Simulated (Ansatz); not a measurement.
# One shape, several levels: GeSiH6O2 (SMILES O[SiH2][O][GeH3])

Wanted: a comparison of 5 runs (HF/STO-3G, HF/3-21G, HF/def2-SVP, PBE0/pcseg-1, PBE0/def2-SVP) of GeSiH6O2. 

The results are computed with Ansatz 0.2.0.

2 further runs of the same task are left out: 2 for a known fault of the program.

## (1) The system as given

GeSiH6O2: 10 atoms, total charge 0, spin state singlet. As SMILES, `O[SiH2][O][GeH3]`. The coordinates come from a PBE0-D4/def2-TZVP relaxation. This is one conformer, not always the lowest.

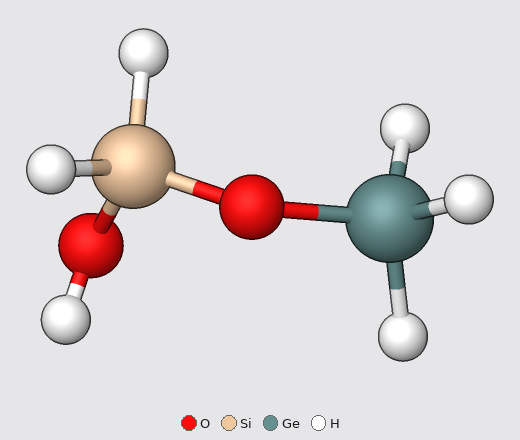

Viewed from a chosen angle; oxygen red, silicon light orange, germanium teal, hydrogen white.

## (2) Energy and gradient at HF/STO-3G (run 1)

File input.yaml:

```yaml
crystal:
  periodic: [false, false, false]
  atoms:
    - symbol: O
      position_ang: [-1.232000, 1.292500, -1.194500]
    - symbol: Si
      position_ang: [-0.170100, 1.366700, 0.058000]
    - symbol: O
      position_ang: [0.009600, -0.059300, 0.822200]
    - symbol: Ge
      position_ang: [0.612100, -1.651600, 0.304700]
    - symbol: H
      position_ang: [-2.161700, 1.193200, -0.985300]
    - symbol: H
      position_ang: [1.102700, 1.790700, -0.572300]
    - symbol: H
      position_ang: [-0.637900, 2.328200, 1.086900]
    - symbol: H
      position_ang: [-0.584100, -2.461900, -0.216100]
    - symbol: H
      position_ang: [1.221900, -2.293000, 1.556600]
    - symbol: H
      position_ang: [1.664600, -1.444700, -0.797100]
basis:
  gaussian:
    orbitals: STO-3G
total_charge: 0
hamiltonian:
  xc: hf
accuracy: high
output: {forces: true, orbitals: {seedname: orbitals}}
```

On the command line:

```sh
ansatz run input.yaml --threads 1 --pin off --max-ram 2610MiB --events-out events.jsonl --progress --plain --runs-dir runs
```

Output:

```text
Warning: RAYON_NUM_THREADS=1 ignored (pool sized by the plan → 1); use --threads N
Functional definition: HF
  name "HF"
  exchange = exact_x
  correlation = 0
790 factors; integrals over basis functions are off by at most 3.4e-8 eV
mean field evaluation 1: about -67715.1442 eV, gradient 2.7e1 eV
mean field evaluation 2: about -67715.2260 eV, gradient 2.7e1 eV
mean field evaluation 4: about -67717.8370 eV, gradient 1.7e0 eV
mean field evaluation 8: about -67717.8515 eV, gradient 2.4e-2 eV
mean field -67717.85153671 eV, -2488.5851431658 hartree, gradient 7.2e-9 eV, S^2 0.000000; 0 other end points of the search recorded, 0 dependent functions left out
the calculation of the forces begins
reference -67717.85153671 eV, -2488.5851431658 hartree; 34, 34 occupied and 9, 9 virtual orbitals, 790 factors
Total energy: -67717.85153671 eV, -2488.5851431658 hartree
Atom 0 at    -1.232000     1.292500    -1.194500 Å, force     1.168920     0.047656    -1.439721 eV/Å
Atom 1 at    -0.170100     1.366700     0.058000 Å, force     0.971658     1.320363     0.765030 eV/Å
Atom 2 at     0.009600    -0.059300     0.822200 Å, force     0.551488    -2.124986    -0.208579 eV/Å
Atom 3 at     0.612100    -1.651600     0.304700 Å, force    -0.294353     0.973510     0.044567 eV/Å
Atom 4 at    -2.161700     1.193200    -0.985300 Å, force    -1.197150    -0.149683     0.886746 eV/Å
Atom 5 at     1.102700     1.790700    -0.572300 Å, force    -1.331625    -0.316454     0.691023 eV/Å
Atom 6 at    -0.637900     2.328200     1.086900 Å, force     0.570454    -0.919137    -1.087063 eV/Å
Atom 7 at    -0.584100    -2.461900    -0.216100 Å, force     1.591981     0.905988     0.619657 eV/Å
Atom 8 at     1.221900    -2.293000     1.556600 Å, force    -0.738533     0.704691    -1.646951 eV/Å
Atom 9 at     1.664600    -1.444700    -0.797100 Å, force    -1.292840    -0.441948     1.375290 eV/Å
Dipole moment:    -0.039945    -0.136135     0.084635 e Å
```

It took 5.4 s on 1 thread of Intel Xeon at 2.50GHz (Skylake/Cascade Lake), shared host; peak memory 0.31 GiB.

## (3) Energy and forces at HF/3-21G (run 2)

File run.yaml:

```yaml
crystal:
  periodic: [false, false, false]
  atoms:
    - {symbol: O, position_ang: [-1.232000, 1.292500, -1.194500]}
    - {symbol: Si, position_ang: [-0.170100, 1.366700, 0.058000]}
    - {symbol: O, position_ang: [0.009600, -0.059300, 0.822200]}
    - {symbol: Ge, position_ang: [0.612100, -1.651600, 0.304700]}
    - {symbol: H, position_ang: [-2.161700, 1.193200, -0.985300]}
    - {symbol: H, position_ang: [1.102700, 1.790700, -0.572300]}
    - {symbol: H, position_ang: [-0.637900, 2.328200, 1.086900]}
    - {symbol: H, position_ang: [-0.584100, -2.461900, -0.216100]}
    - {symbol: H, position_ang: [1.221900, -2.293000, 1.556600]}
    - {symbol: H, position_ang: [1.664600, -1.444700, -0.797100]}
basis:
  gaussian:
    orbitals: 3-21G-spherical.json
magnetization:
  spin_polarized: false
  initial_magnetization: 0
output:
  forces: true
  orbitals: {seedname: orbitals}
accuracy: high
hamiltonian:
  xc: hf
```

The basis set 3-21G is read from a file made from the Basis Set Exchange's data (not shown).

On the command line:

```sh
ansatz run run.yaml --threads 1 --pin off --max-ram 2610MiB --events-out events.jsonl --progress --plain --runs-dir runs
```

Output:

```text
Warning: RAYON_NUM_THREADS=1 ignored (pool sized by the plan → 1); use --threads N
[... 4 set-up lines as earlier in the session ...]
1348 factors; integrals over basis functions are off by at most 9.5e-9 eV
mean field evaluation 1: about -68166.7302 eV, gradient 4.2e1 eV
mean field evaluation 2: about -68167.0759 eV, gradient 4.3e1 eV
mean field evaluation 4: about -68170.4510 eV, gradient 2.3e0 eV
mean field evaluation 8: about -68170.4902 eV, gradient 1.7e-1 eV
mean field evaluation 16: about -68170.4904 eV, gradient 8.7e-8 eV
mean field -68170.49035548 eV, -2505.2193129457 hartree, gradient 8.7e-8 eV, S^2 0.000000; 0 other end points of the search recorded, 0 dependent functions left out
the calculation of the forces begins
reference -68170.49035548 eV, -2505.2193129457 hartree; 34, 34 occupied and 31, 31 virtual orbitals, 1348 factors
Total energy: -68170.49035548 eV, -2505.2193129457 hartree
Atom 0 at    -1.232000     1.292500    -1.194500 Å, force    -0.718793    -0.152931    -0.339912 eV/Å
Atom 1 at    -0.170100     1.366700     0.058000 Å, force     0.977440     1.540782     0.796343 eV/Å
Atom 2 at     0.009600    -0.059300     0.822200 Å, force     0.725844    -2.158300    -0.741500 eV/Å
Atom 3 at     0.612100    -1.651600     0.304700 Å, force    -0.601554     1.031891     0.944572 eV/Å
Atom 4 at    -2.161700     1.193200    -0.985300 Å, force    -0.478756    -0.048978    -0.457777 eV/Å
Atom 5 at     1.102700     1.790700    -0.572300 Å, force    -0.071539    -0.026618     0.108986 eV/Å
Atom 6 at    -0.637900     2.328200     1.086900 Å, force     0.036448     0.062173    -0.150665 eV/Å
Atom 7 at    -0.584100    -2.461900    -0.216100 Å, force     0.097046    -0.092480    -0.032408 eV/Å
Atom 8 at     1.221900    -2.293000     1.556600 Å, force     0.038932    -0.119150    -0.131092 eV/Å
Atom 9 at     1.664600    -1.444700    -0.797100 Å, force    -0.005068    -0.036389     0.003454 eV/Å
Dipole moment:    -0.122985    -0.254767     0.056407 e Å
```

Wall time 8.8 s (1 thread of Intel Xeon at 2.50GHz (Skylake/Cascade Lake), shared host); peak memory 0.31 GiB.

Run 3 isn't shown in full; the table further down has it.

## (4) Energy and gradient at PBE0/pcseg-1 (run 4)

File input.yaml:

```yaml
basis:
  gaussian:
    orbitals: pcseg-1.json
crystal:
  periodic: [false, false, false]
  atoms:
    - {symbol: O, position_ang: [-1.232000, 1.292500, -1.194500]}
    - {symbol: Si, position_ang: [-0.170100, 1.366700, 0.058000]}
    - {symbol: O, position_ang: [0.009600, -0.059300, 0.822200]}
    - {symbol: Ge, position_ang: [0.612100, -1.651600, 0.304700]}
    - {symbol: H, position_ang: [-2.161700, 1.193200, -0.985300]}
    - {symbol: H, position_ang: [1.102700, 1.790700, -0.572300]}
    - {symbol: H, position_ang: [-0.637900, 2.328200, 1.086900]}
    - {symbol: H, position_ang: [-0.584100, -2.461900, -0.216100]}
    - {symbol: H, position_ang: [1.221900, -2.293000, 1.556600]}
    - {symbol: H, position_ang: [1.664600, -1.444700, -0.797100]}
hamiltonian:
  xc: pbe0
accuracy: high
output: {forces: true, orbitals: {seedname: orbitals}}
```

The basis set pcseg-1 is read from a file made from the Basis Set Exchange's data (not shown).

On the command line:

```sh
ansatz run input.yaml --threads 1 --pin off --max-ram 2610MiB --events-out events.jsonl --progress --plain --runs-dir runs
```

Output:

```text
Warning: RAYON_NUM_THREADS=1 ignored (pool sized by the plan → 1); use --threads N
Functional definition: PBE0
  name "PBE0"
  parameter a = 0.25
  parameter kappa = 0.804
  parameter beta = 0.06672455060314922
  exchange = (1 - a)*pbe_x(kappa = kappa, mu = beta*pi^2/3) + a*exact_x
  correlation = pbe_c(beta = beta)
2267 factors; integrals over basis functions are off by at most 1.3e-8 eV
mean field evaluation 1: about -68559.6123 eV, gradient 6.7e1 eV
mean field evaluation 2: about -68544.5186 eV, gradient 1.1e2 eV
mean field evaluation 4: about -68567.1465 eV, gradient 7.0e0 eV
mean field evaluation 8: about -68567.3756 eV, gradient 1.9e-1 eV
mean field evaluation 16: about -68567.3757 eV, gradient 6.4e-6 eV
mean field -68567.37573748 eV, -2519.8045817158 hartree, gradient 4.6e-8 eV, S^2 0.000000; 0 other end points of the search recorded, 0 dependent functions left out
the calculation of the forces begins
reference -68567.37574099 eV, -2519.8045818447 hartree; 34, 34 occupied and 69, 69 virtual orbitals, 2267 factors
Total energy: -68567.37574099 eV, -2519.8045818447 hartree
Atom 0 at    -1.232000     1.292500    -1.194500 Å, force    -0.148405     0.003108    -0.536488 eV/Å
Atom 1 at    -0.170100     1.366700     0.058000 Å, force     0.301081     0.690180     0.079489 eV/Å
Atom 2 at     0.009600    -0.059300     0.822200 Å, force    -0.207826     0.038723     0.609956 eV/Å
Atom 3 at     0.612100    -1.651600     0.304700 Å, force     0.296916    -0.794752    -0.234238 eV/Å
Atom 4 at    -2.161700     1.193200    -0.985300 Å, force    -0.284648    -0.039787     0.047519 eV/Å
Atom 5 at     1.102700     1.790700    -0.572300 Å, force     0.078602     0.019131    -0.041376 eV/Å
Atom 6 at    -0.637900     2.328200     1.086900 Å, force    -0.028890     0.053169     0.076543 eV/Å
Atom 7 at    -0.584100    -2.461900    -0.216100 Å, force     0.013867     0.012075     0.005969 eV/Å
Atom 8 at     1.221900    -2.293000     1.556600 Å, force    -0.011734     0.017740    -0.016520 eV/Å
Atom 9 at     1.664600    -1.444700    -0.797100 Å, force    -0.008962     0.000414     0.009146 eV/Å
Dipole moment:    -0.117364    -0.246852     0.045505 e Å
```

It took 33 s on 1 thread of Intel Xeon at 2.50GHz (Skylake/Cascade Lake), shared host; peak memory 0.42 GiB.

## (5) Energy and gradient at PBE0/def2-SVP (run 5)

Changes to input.yaml since step 4:

```diff
@@ -1,4 +1 @@
-basis:
-  gaussian:
-    orbitals: pcseg-1.json
 crystal:
@@ -16,2 +13,6 @@
     - {symbol: H, position_ang: [1.664600, -1.444700, -0.797100]}
+basis:
+  gaussian:
+    orbitals: def2-SVP
+total_charge: 0
 hamiltonian:
```

On the command line:

```sh
ansatz run input.yaml --threads 1 --pin off --max-ram 2610MiB --events-out events.jsonl --progress --plain --runs-dir runs
```

Output:

```text
Warning: RAYON_NUM_THREADS=1 ignored (pool sized by the plan → 1); use --threads N
[... 7 set-up lines as earlier in the session ...]
2331 factors; integrals over basis functions are off by at most 1.0e-8 eV
mean field evaluation 1: about -68555.4294 eV, gradient 6.4e1 eV
mean field evaluation 2: about -68543.2539 eV, gradient 1.0e2 eV
mean field evaluation 4: about -68562.1072 eV, gradient 5.8e0 eV
mean field evaluation 8: about -68562.3413 eV, gradient 2.5e-1 eV
mean field evaluation 16: about -68562.3414 eV, gradient 1.5e-5 eV
mean field -68562.34138579 eV, -2519.6195727037 hartree, gradient 1.2e-8 eV, S^2 0.000000; 0 other end points of the search recorded, 0 dependent functions left out
the calculation of the forces begins
reference -68562.34138861 eV, -2519.6195728072 hartree; 34, 34 occupied and 74, 74 virtual orbitals, 2331 factors
Total energy: -68562.34138861 eV, -2519.6195728072 hartree
Atom 0 at    -1.232000     1.292500    -1.194500 Å, force    -0.245893    -0.034774    -0.490573 eV/Å
Atom 1 at    -0.170100     1.366700     0.058000 Å, force     0.210486     0.710196     0.019808 eV/Å
Atom 2 at     0.009600    -0.059300     0.822200 Å, force     0.058050    -0.644001     0.374112 eV/Å
Atom 3 at     0.612100    -1.651600     0.304700 Å, force     0.009575    -0.090313     0.023925 eV/Å
Atom 4 at    -2.161700     1.193200    -0.985300 Å, force    -0.159071    -0.022301     0.033528 eV/Å
Atom 5 at     1.102700     1.790700    -0.572300 Å, force     0.121864     0.046591    -0.034281 eV/Å
Atom 6 at    -0.637900     2.328200     1.086900 Å, force    -0.027352     0.106633     0.104461 eV/Å
Atom 7 at    -0.584100    -2.461900    -0.216100 Å, force    -0.016392    -0.038002    -0.014852 eV/Å
Atom 8 at     1.221900    -2.293000     1.556600 Å, force     0.016924    -0.029902     0.013106 eV/Å
Atom 9 at     1.664600    -1.444700    -0.797100 Å, force     0.031811    -0.004126    -0.029235 eV/Å
Dipole moment:    -0.141833    -0.255456     0.025963 e Å
```

Run time: 32 s. Hardware: 1 thread of Intel Xeon at 2.50GHz (Skylake/Cascade Lake), shared host; peak memory 0.44 GiB.

## (6) Overview of the runs

```csv
run,level,energy (Eh),dipole moment (D),HOMO energy (eV),LUMO energy (eV),wall time
1,HF/STO-3G,-2488.585143,0.79,-8.45,11.06,5.4 s
2,HF/3-21G,-2505.219313,1.39,-11.82,3.88,8.8 s
3,HF/def2-SVP,-2517.148786,1.43,-12.06,3.66,19 s
4,PBE0/pcseg-1,-2519.804582,1.33,-8.57,0.18,33 s
5,PBE0/def2-SVP,-2519.619573,1.41,-8.41,0.38,32 s
```

## (7) Outcome

```
                       quantity           value
            run 5: total energy  -2519.61957 Eh
           run 5: dipole moment          1.41 D
             run 5: HOMO energy        -8.41 eV
             run 5: LUMO energy         0.38 eV
           run 5: HOMO–LUMO gap         8.79 eV
run 5: largest force on an atom      0.747 eV/Å
```

In words: The dipole moment (its size) runs from 0.79 D (HF/STO-3G) to 1.43 D (HF/def2-SVP). The HOMO–LUMO gap runs from 8.74 eV (PBE0/pcseg-1) to 19.51 eV (HF/STO-3G). The two ends differ in method and basis. In run 1 the basis is minimal, so the values are rough. All runs together took 99 s, the longest 33 s.
